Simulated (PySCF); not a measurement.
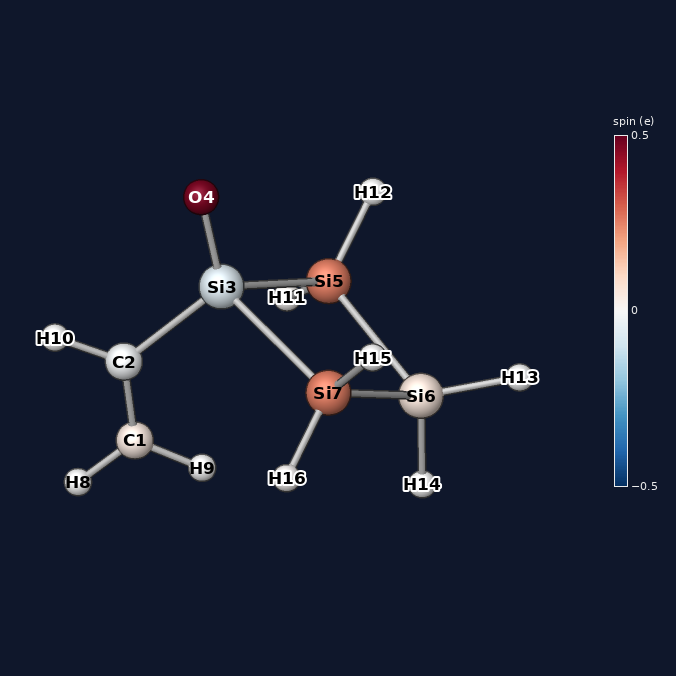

Atoms are coloured by their Mulliken spin populations. State: neutral, doublet. The computed structure is the end point of a GFN2-xTB optimisation. No frequency run is at hand to confirm it as a minimum. Method: UKS B3LYP, pcH-1 on C H O Si, non-relativistic (PySCF 2.14.0).

List the Mulliken spin populations.

```json
{"atom": "C1", "value (e)": "0.04"}
{"atom": "C2", "value (e)": "−0.01"}
{"atom": "Si3", "value (e)": "−0.06"}
{"atom": "O4", "value (e)": "0.47"}
{"atom": "Si5", "value (e)": "0.25"}
{"atom": "Si6", "value (e)": "0.05"}
{"atom": "Si7", "value (e)": "0.25"}
{"atom": "H8", "value (e)": "0.00"}
{"atom": "H9", "value (e)": "0.00"}
{"atom": "H10", "value (e)": "0.00"}
{"atom": "H11", "value (e)": "0.01"}
{"atom": "H12", "value (e)": "0.00"}
{"atom": "H13", "value (e)": "0.00"}
{"atom": "H14", "value (e)": "0.00"}
{"atom": "H15", "value (e)": "0.00"}
{"atom": "H16", "value (e)": "0.01"}
```

Mulliken values depend strongly on the basis set. The geometry is semi-empirical. Around Si such bond lengths and angles can be off by a tenth of an ångström or more and by several degrees, and values that hang on the shape move with them.
